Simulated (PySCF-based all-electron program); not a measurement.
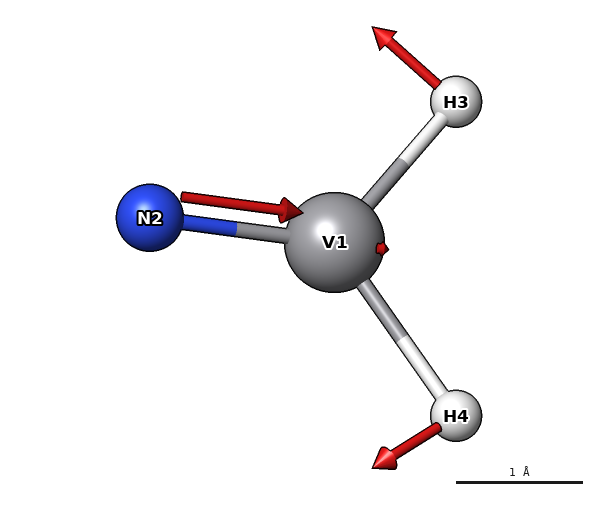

Arrows show the forces on the atoms, 0.8 Å of arrow for 1 eV/Å; forces under a tenth of the largest aren't drawn. Charge 0, singlet. Level of theory: PBE, all-electron, scalar-relativistic (Koelling-Harmon), large uncontracted Gaussian sets (PySCF-based all-electron program).

Q: On which atom is the force largest, and how large is it?

A: On N2: 1.30 eV/Å.

Q: Along which bond is the force strongest?

A: V1–N2, now 1.570 Å: the forces pull its atoms together, so a first step downhill shortens it.

List the force components in the frame of the picture (x right, y up, z towards the viewer), in eV/Å.

```json
{"atom": "V1", "Fx": "0.12", "Fy": "−0.02", "Fz": "−0.04"}
{"atom": "N2", "Fx": "1.22", "Fy": "−0.16", "Fz": "−0.41"}
{"atom": "H3", "Fx": "−0.67", "Fy": "0.60", "Fz": "0.03"}
{"atom": "H4", "Fx": "−0.67", "Fy": "−0.42", "Fz": "0.43"}
```
